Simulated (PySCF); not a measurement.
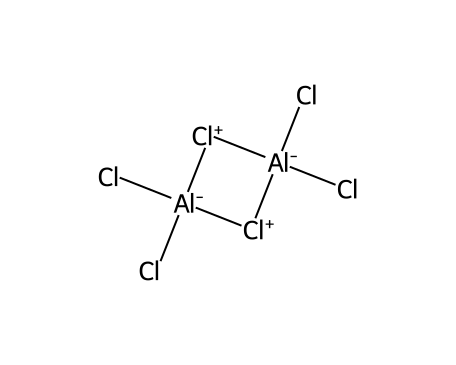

(Drawn from a calculation with PySCF.)

A structural formula.

Question: Write the SMILES.

Answer: [Cl][Al-]1([Cl])[Cl+][Al-]([Cl])([Cl])[Cl+]1

Question: Give the formula, hydrogens included.

Answer: Al2Cl6.

Question: An optimisation with PBE0-D3(BJ)/def2-TZVP gave a structure of which point group?

Answer: D2h.
